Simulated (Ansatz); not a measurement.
Consider Al₂Zn₃O.

The calculation's input:

```
crystal:
  lattice:
    - [4.9513638201, 0.0, 0.0]
    - [-2.47568191, 4.2880068516, 0.0]
    - [0.0, 0.0, 4.5589961241]
  atoms:
    - { symbol: Al, position: [0.3333333333, 0.6666666667, 0.0] }
    - { symbol: Al, position: [0.6666666667, 0.3333333333, 0.0] }
    - { symbol: Zn, position: [0.5, 0.0, 0.5] }
    - { symbol: Zn, position: [0.5, 0.5, 0.5] }
    - { symbol: Zn, position: [0.0, 0.5, 0.5] }
    - { symbol: O, position: [0.0, 0.0, 0.0] }
basis:
  ecutwfc: 420
kpoints:
  mp_grid: { grid: [12, 12, 8] }
hamiltonian:
  xc: pbe
scf:
  occupations: { method: gaussian, width: 0.1 }
output:
  forces: true
  stress: true
  eigenvalues: true
  write_density: true
  write_potential: true
  elf: true
  volumetric_format: npy
relax:
  adjacent_minimum: "off"
  f_tol: 0.01
  max_steps: 80
  cell: { stress_tol: 0.05 }
```

Run with:

```sh
ansatz run input.yaml --threads 1 --pin off --max-ram 2048MiB --backend cpu --events-out ev --progress --plain --runs-dir out
```

Below, planes, directions and counts refer to the conventional cell (a = 4.94 Å, b = 4.94 Å, c = 4.59 Å, α = 90.00°, β = 90.00°, γ = 120.00°).

The fields are those of the relaxed geometry.

Space group P6/mmm; a structure generated by program, which may or may not match a known phase.

Method: DFT PBE, scalar-relativistic, plane waves, PAW (Ansatz 0.2.0).

Q: What can the converged valence pseudo-density and electron localisation function tell about the bonding?

A: Zn–Zn (2.47 Å): ρ at the midpoint is about 0.32 e/Å³; the ELF is about 0.30 at the midpoint: no localised pair shows between them.

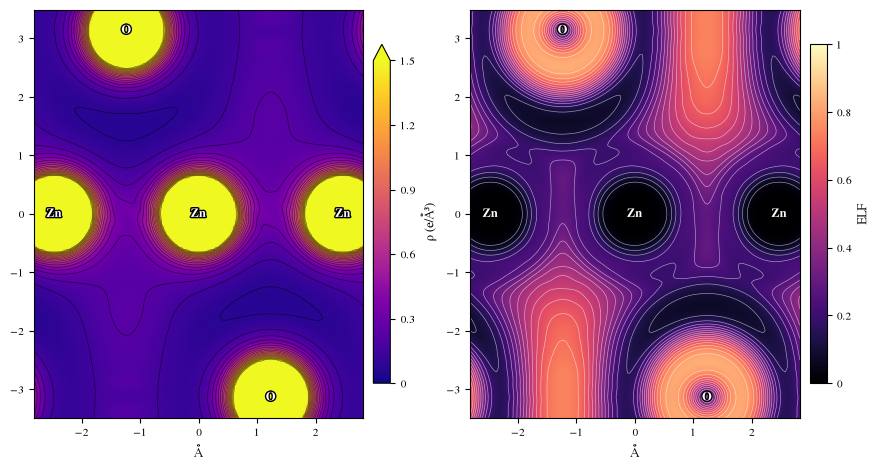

Computed valence pseudo-density and electron localisation function on the (101) plane of the conventional cell, in this order. 

In a PAW calculation such maps are meaningful between the atoms, not at the nuclei.
